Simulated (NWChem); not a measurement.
Geometry relaxation of GeHF3 (part 3 of 4)

The same run, continued: GeHF3; HF/6-31G*, RHF (NWChem 7.3.0). The geometry comes from this level: PBE0-D4/def2-TZVP.

Geometry of the input (Å):
```
F  -1.1007  1.1312  -0.3831
Ge -0.0000  0.0000  0.2675
F  1.5300  0.3877  -0.3831
F  -0.4293  -1.5189  -0.3831
H  -0.0000  0.0000  1.7838
```

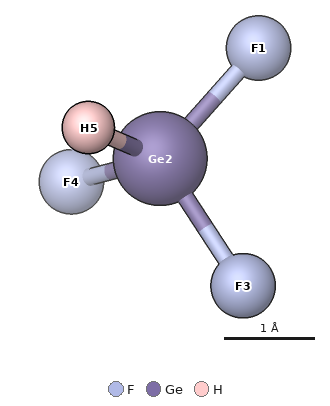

**Figure 1.** The input geometry (ball-and-stick view, seen at a tilt; atoms are numbered from 1 in the order of the input). Sticks mark near contacts.

What the program printed, continued
```
 Z vector of derivative dipole (au) [debye/angstrom]
 d_dipole_z/<atom=   1,x> =    -0.0945     [   -0.4539]
 d_dipole_z/<atom=   1,y> =     0.0971     [    0.4664]
 d_dipole_z/<atom=   1,z> =    -0.6483     [   -3.1139]
 d_dipole_z/<atom=   2,x> =     0.0000     [    0.0000]
 d_dipole_z/<atom=   2,y> =    -0.0000     [   -0.0000]
 d_dipole_z/<atom=   2,z> =     2.1356     [   10.2575]
 d_dipole_z/<atom=   3,x> =     0.1313     [    0.6309]
 d_dipole_z/<atom=   3,y> =     0.0333     [    0.1598]
 d_dipole_z/<atom=   3,z> =    -0.6483     [   -3.1139]
 d_dipole_z/<atom=   4,x> =    -0.0369     [   -0.1770]
 d_dipole_z/<atom=   4,y> =    -0.1304     [   -0.6263]
 d_dipole_z/<atom=   4,z> =    -0.6483     [   -3.1139]
 d_dipole_z/<atom=   5,x> =     0.0000     [    0.0000]
 d_dipole_z/<atom=   5,y> =    -0.0000     [   -0.0000]
 d_dipole_z/<atom=   5,z> =    -0.1906     [   -0.9157]

 HESSIAN: the Hessian is done

  Vibrational analysis via the FX method

  See chapter 2 in "Molecular Vibrations" by Wilson, Decius and Cross

  Vib: Default input used

  Nuclear Hessian passed symmetry test

 ---------------------------- Atom information ----------------------------
     atom    #        X              Y              Z            mass
 --------------------------------------------------------------------------
    F        1 -2.0627258D+00  2.1198685D+00 -7.1814164D-01  1.8998400D+01
    Ge       2  1.2660757D-65  0.0000000D+00  4.9802547D-01  7.3921900D+01
    F        3  2.8672229D+00  7.2643869D-01 -7.1814164D-01  1.8998400D+01
    F        4 -8.0449708D-01 -2.8463072D+00 -7.1814164D-01  1.8998400D+01
    H        5  8.7851650D-83  0.0000000D+00  3.3607015D+00  1.0078250D+00
 --------------------------------------------------------------------------

          ----------------------------------------------------
          MASS-WEIGHTED NUCLEAR HESSIAN (Hartree/Bohr/Bohr/Kamu)
          ----------------------------------------------------

               1            2            3            4            5            6            7            8            9           10
   ----- ----- ----- ----- -----
    1    9.00213D+00
    2   -7.97501D+00  9.43803D+00
    3    4.61579D+00 -4.74366D+00  3.98629D+00
    4   -4.28262D+00  3.57022D+00 -2.19481D+00  7.01867D+00
    5    3.57022D+00 -4.47777D+00  2.25562D+00  1.44348D-09  7.01867D+00
    6   -2.22412D+00  2.28574D+00 -2.35280D+00 -3.84915D-09  9.94869D-09  6.34816D+00
    7   -9.01429D-01  2.45750D-01  1.23624D-01 -7.52088D+00 -1.70061D+00  3.09158D+00  1.62356D+01
    8    4.69694D-01  2.63075D-01 -1.06127D-01 -1.70061D+00 -1.23951D+00  7.83281D-01  3.79875D+00  2.20454D+00
    9   -1.60889D-01 -2.57098D-02  4.19210D-01  3.05083D+00  7.72957D-01 -2.35280D+00 -6.41602D+00 -1.62556D+00  3.98629D+00
   10    2.81744D-01  4.37359D-01  1.02710D-01 -1.33708D+00 -1.86961D+00 -8.67447D-01 -3.37847D-01 -7.95078D-01 -1.53721D-01  2.42249D+00
   11    2.13415D-01 -9.20097D-01 -1.26477D-01 -1.86961D+00 -7.42331D+00 -3.06902D+00 -5.71134D-01 -3.00507D-01 -5.39980D-02  4.17626D+00
   12    3.00956D-02  1.60127D-01  4.19210D-01 -8.56014D-01 -3.02857D+00 -2.35280D+00  5.81792D-02  1.52189D-01  4.19210D-01  1.80023D+00
   13    2.83289D-01  1.08315D+00 -2.22620D+00 -3.05698D+00  1.55081D-09  5.49643D-09 -6.99145D-01 -5.15937D-01  3.09446D+00  1.17692D+00
   14    1.08315D+00  2.24086D-01  2.28788D+00 -4.68743D-09 -3.05698D+00 -1.06345D-08 -5.15937D-01  1.20652D+00  7.84012D-01 -5.67209D-01
   15   -4.24616D-01  4.36379D-01 -7.97542D-01  3.77927D-08 -5.07908D-08 -2.37219D+01  5.90223D-01  1.49539D-01 -7.97542D-01 -1.65607D-01

              11           12           13           14           15
   ----- ----- ----- ----- -----
   11    1.60177D+01
   12    6.36922D+00  3.98629D+00
   13   -5.67209D-01 -8.68257D-01  2.28767D+01
   14   -6.69544D-01 -3.07189D+00  1.48019D-08  2.28767D+01
   15   -5.85917D-01 -7.97542D-01  4.13587D-08 -5.64383D-08  2.13550D+02

          -------------------------------------------------
          NORMAL MODE EIGENVECTORS IN CARTESIAN COORDINATES
          -------------------------------------------------
                 (Frequencies expressed in cm-1)

                    1           2           3           4           5           6

 Frequency         -0.24       -0.15        0.22        3.68        3.68        4.00

           1     0.05312    -0.05097    -0.04646     0.03387    -0.02167     0.09510
           2    -0.00966    -0.06362     0.05870    -0.02221    -0.03373     0.09242
           3    -0.06791    -0.03052    -0.04431    -0.16443    -0.03745    -0.00015
           4     0.05324    -0.05095    -0.04640    -0.02404     0.01553    -0.00014
           5    -0.00974    -0.06367     0.05862     0.01565     0.02390    -0.00017
           6    -0.06824    -0.03065    -0.04455    -0.00021    -0.00007    -0.00001
           7     0.05313    -0.05092    -0.04649     0.03400    -0.02199     0.03270
           8    -0.00963    -0.06344     0.05860    -0.02177    -0.03484    -0.12835
           9    -0.06842    -0.03043    -0.04476     0.11427    -0.12360     0.00083
          10     0.05315    -0.05079    -0.04657     0.03431    -0.02278    -0.12730
          11    -0.00966    -0.06357     0.05868    -0.02210    -0.03402     0.03607
          12    -0.06839    -0.03099    -0.04457     0.04953     0.16084    -0.00072
          13     0.05347    -0.05108    -0.04617    -0.16085     0.10424    -0.00085
          14    -0.00996    -0.06398     0.05854     0.10436     0.16072    -0.00068
          15    -0.06824    -0.03065    -0.04455    -0.00021    -0.00007    -0.00001

                    7           8           9          10          11          12

 Frequency        249.20      249.20      310.51      788.49      794.38      794.38

           1     0.12178    -0.00133    -0.04558    -0.08035     0.03652    -0.00893
           2     0.09048    -0.07770     0.04684     0.08257    -0.03698    -0.01073
           3    -0.01543    -0.04208     0.08683    -0.04925    -0.00365    -0.00010
           4    -0.01648     0.03433    -0.00000     0.00000    -0.02700     0.02623
           5    -0.03433    -0.01648     0.00000    -0.00000     0.02623     0.02700
           6    -0.00000    -0.00000    -0.06610     0.03753     0.00000     0.00000
           7    -0.06643     0.01819     0.06335     0.11169     0.02932    -0.04113
           8     0.11000     0.11051     0.01605     0.02830    -0.00477    -0.01793
           9    -0.02873     0.03441     0.08683    -0.04925     0.00192    -0.00311
          10     0.01077    -0.15457    -0.01777    -0.03134     0.00503    -0.01879
          11    -0.06276     0.03331    -0.06289    -0.11087    -0.02711    -0.04222
          12     0.04416     0.00768     0.08683    -0.04925     0.00174     0.00322
          13    -0.03743     0.07796    -0.00000    -0.00000     0.64399    -0.62557
          14    -0.07796    -0.03743     0.00000     0.00000    -0.62557    -0.64399
          15    -0.00000    -0.00000    -0.06215     0.03262     0.00000     0.00000

                   13          14          15

 Frequency        821.61      821.61     2390.39

           1     0.09808    -0.00033    -0.00021
           2    -0.10062    -0.00585     0.00022
           3     0.06854     0.00193    -0.00058
           4    -0.03217    -0.03499     0.00000
           5     0.03499    -0.03217    -0.00000
           6     0.00000     0.00000    -0.01305
           7     0.06384     0.12038     0.00030
           8     0.02009     0.02838     0.00008
           9    -0.03260    -0.06033    -0.00058
          10    -0.02358     0.03038    -0.00008
          11    -0.06991     0.11581    -0.00029
          12    -0.03595     0.05839    -0.00058
          13    -0.24811    -0.26980     0.00000
          14     0.26980    -0.24811    -0.00000
          15     0.00000     0.00000     0.98981

 ----------------------------------------------------------------------------
 Normal Eigenvalue ||         Derivative Dipole Moments (debye/angs)
  Mode   [cm**-1]  ||      [d/dqX]             [d/dqY]           [d/dqZ]
 ------ ---------- || ------------------ ------------------ -----------------
    1       -0.244 ||      -0.000               0.000             0.000
    2       -0.147 ||       0.000               0.001             0.000
    3        0.224 ||       0.000              -0.000             0.000
    4        3.683 ||      -0.239               0.155             0.000
    5        3.684 ||       0.155               0.239             0.000
    6        4.002 ||      -0.001              -0.001             0.000
    7      249.196 ||      -0.272              -0.567            -0.000
    8      249.196 ||       0.567              -0.272            -0.000
    9      310.514 ||      -0.000               0.000            -1.305
   10      788.489 ||       0.000              -0.000             1.040
   11      794.378 ||      -1.309               1.272             0.000
   12      794.378 ||       1.272               1.309             0.000
   13      821.613 ||      -0.695               0.756             0.000
   14      821.613 ||      -0.756              -0.695             0.000
   15     2390.389 ||       0.000              -0.000            -1.034
 ----------------------------------------------------------------------------

 ----------------------------------------------------------------------------
 Normal Eigenvalue ||                 Infra Red Intensities
  Mode   [cm**-1]  || [atomic units] [(debye/angs)**2] [(KM/mol)] [arbitrary]
 ------ ---------- || -------------- ----------------- ---------- -----------
    1       -0.244 ||    0.000000           0.000         0.000       0.000
    2       -0.147 ||    0.000000           0.000         0.000       0.000
    3        0.224 ||    0.000000           0.000         0.000       0.000
    4        3.683 ||    0.003504           0.081         3.416       0.893
    5        3.684 ||    0.003504           0.081         3.416       0.893
    6        4.002 ||    0.000000           0.000         0.000       0.000
    7      249.196 ||    0.017154           0.396        16.722       4.372
    8      249.196 ||    0.017154           0.396        16.722       4.372
    9      310.514 ||    0.073779           1.702        71.924      18.802
   10      788.489 ||    0.046892           1.082        45.712      11.950
   11      794.378 ||    0.144389           3.331       140.758      36.797
   12      794.378 ||    0.144389           3.331       140.758      36.797
   13      821.613 ||    0.045736           1.055        44.586      11.656
   14      821.613 ||    0.045736           1.055        44.586      11.656
   15     2390.389 ||    0.046355           1.069        45.189      11.813
 ----------------------------------------------------------------------------

        Vibrational analysis via the FX method
  --- with translations and rotations projected out ---
  --- via the Eckart algorithm                      ---
 Projected Nuclear Hessian trans-rot subspace norm:1.2592D-33
                         (should be close to zero!)

          --------------------------------------------------------
          MASS-WEIGHTED PROJECTED HESSIAN (Hartree/Bohr/Bohr/Kamu)
          --------------------------------------------------------

               1            2            3            4            5            6            7            8            9           10
   ----- ----- ----- ----- -----
    1    9.00195D+00
    2   -7.97511D+00  9.43786D+00
    3    4.61590D+00 -4.74377D+00  3.98598D+00
    4   -4.28253D+00  3.57022D+00 -2.19499D+00  7.01866D+00
    5    3.57022D+00 -4.47767D+00  2.25580D+00  5.30918D-07  7.01866D+00
    6   -2.22413D+00  2.28574D+00 -2.35280D+00 -4.65371D-07  5.12429D-07  6.34816D+00
    7   -9.01537D-01  2.45714D-01  1.23731D-01 -7.52079D+00 -1.70061D+00  3.09157D+00  1.62355D+01
    8    4.69834D-01  2.63139D-01 -1.06239D-01 -1.70061D+00 -1.23942D+00  7.83281D-01  3.79880D+00  2.20428D+00
    9   -1.61040D-01 -2.57485D-02  4.19363D-01  3.05108D+00  7.73020D-01 -2.35280D+00 -6.41618D+00 -1.62560D+00  3.98598D+00
   10    2.81811D-01  4.37494D-01  1.02819D-01 -1.33699D+00 -1.86961D+00 -8.67447D-01 -3.37870D-01 -7.95266D-01 -1.53871D-01  2.42223D+00
   11    2.13375D-01 -9.20208D-01 -1.26588D-01 -1.86961D+00 -7.42322D+00 -3.06902D+00 -5.71148D-01 -3.00526D-01 -5.40356D-02  4.17631D+00
   12    3.01382D-02  1.60276D-01  4.19363D-01 -8.56084D-01 -3.02882D+00 -2.35280D+00  5.82197D-02  1.52338D-01  4.19364D-01  1.80028D+00
   13    2.83431D-01  1.08314D+00 -2.22608D+00 -3.05808D+00  1.11302D-06 -3.86824D-06 -6.98996D-01 -5.15937D-01  3.09429D+00  1.17706D+00
   14    1.08314D+00  2.24229D-01  2.28775D+00  1.33278D-06 -3.05808D+00  4.07244D-06 -5.15939D-01  1.20666D+00  7.83965D-01 -5.67206D-01
   15   -4.24614D-01  4.36378D-01 -7.97542D-01  1.61758D-07  6.24923D-08 -2.37219D+01  5.90215D-01  1.49535D-01 -7.97538D-01 -1.65603D-01

              11           12           13           14           15
   ----- ----- ----- ----- -----
   11    1.60176D+01
   12    6.36937D+00  3.98598D+00
   13   -5.67208D-01 -8.68205D-01  2.28842D+01
   14   -6.69394D-01 -3.07172D+00 -6.23600D-06  2.28842D+01
   15   -5.85911D-01 -7.97538D-01  9.67994D-06 -9.17199D-06  2.13550D+02

 center of mass
 --------------
 x =   0.00000000 y =   0.00000000 z =  -0.00552313

 moments of inertia (a.u.)
 ------------------
         308.423848826049          -0.000000000000           0.000000000000
          -0.000000000000         308.423848826049           0.000000000000
           0.000000000000           0.000000000000         498.632783643768

 Rotational Constants
 --------------------
 A=   0.195187 cm-1  (  0.280824 K)
 B=   0.195187 cm-1  (  0.280824 K)
 C=   0.120730 cm-1  (  0.173700 K)

 Temperature                      =   298.15K
 frequency scaling parameter      =   1.0000

 Zero-Point correction to Energy  =   10.317 kcal/mol  (  0.016441 au)
 Thermal correction to Energy     =   13.203 kcal/mol  (  0.021040 au)
 Thermal correction to Enthalpy   =   13.795 kcal/mol  (  0.021984 au)

 Total Entropy                    =   69.548 cal/mol-K
   - Translational                =   40.526 cal/mol-K (mol. weight = 131.9249)
   - Rotational                   =   23.171 cal/mol-K (symmetry #  =        3)
   - Vibrational                  =    5.851 cal/mol-K

 Cv (constant volume heat capacity) =   14.361 cal/mol-K
   - Translational                  =    2.979 cal/mol-K
   - Rotational                     =    2.979 cal/mol-K
   - Vibrational                    =    8.402 cal/mol-K

 Temperature                      =   500.00K
 frequency scaling parameter      =   1.0000

 Zero-Point correction to Energy  =   10.317 kcal/mol  (  0.016441 au)
 Thermal correction to Energy     =   16.537 kcal/mol  (  0.026354 au)
 Thermal correction to Enthalpy   =   17.531 kcal/mol  (  0.027937 au)

 Total Entropy                    =   79.031 cal/mol-K
   - Translational                =   43.093 cal/mol-K (mol. weight = 131.9249)
   - Rotational                   =   24.712 cal/mol-K (symmetry #  =        3)
   - Vibrational                  =   11.226 cal/mol-K

 Cv (constant volume heat capacity) =   18.196 cal/mol-K
   - Translational                  =    2.979 cal/mol-K
   - Rotational                     =    2.979 cal/mol-K
   - Vibrational                    =   12.238 cal/mol-K

          -------------------------------------------------
          NORMAL MODE EIGENVECTORS IN CARTESIAN COORDINATES
          -------------------------------------------------
             (Projected Frequencies expressed in cm-1)

                    1           2           3           4           5           6

 P.Frequency       -0.00       -0.00       -0.00        0.00        0.00        0.00

           1     0.02876    -0.10831     0.05715    -0.04160     0.00678     0.02525
           2    -0.03229    -0.03592     0.05577     0.00627     0.04012     0.10328
           3    -0.17162    -0.02783    -0.00089     0.05284     0.04148    -0.03474
           4    -0.00051    -0.08415    -0.02779     0.01765    -0.01015    -0.01155
           5     0.00033     0.00139    -0.02654     0.00816    -0.02113     0.08475
           6    -0.06512    -0.00377    -0.00028    -0.04436    -0.03657    -0.00462
           7     0.02921    -0.08729     0.00122    -0.04145     0.00632     0.00727
           8    -0.03067     0.03846    -0.14210     0.00679     0.03850     0.03965
           9    -0.01354     0.01099    -0.00090    -0.18450     0.03788     0.01280
          10     0.03039    -0.03338    -0.14218    -0.04107     0.00515    -0.03885
          11    -0.03187    -0.01694     0.00527     0.00640     0.03971     0.08704
          12    -0.01019     0.00554     0.00094    -0.00140    -0.18906     0.00808
          13    -0.07105    -0.10257    -0.02747     0.15658    -0.04836    -0.03377
          14     0.07551     0.01596    -0.02540     0.01210    -0.16370     0.10381
          15    -0.06512    -0.00377    -0.00028    -0.04436    -0.03657    -0.00462

                    7           8           9          10          11          12

 P.Frequency      249.19      249.19      310.51      788.49      794.49      794.49
```
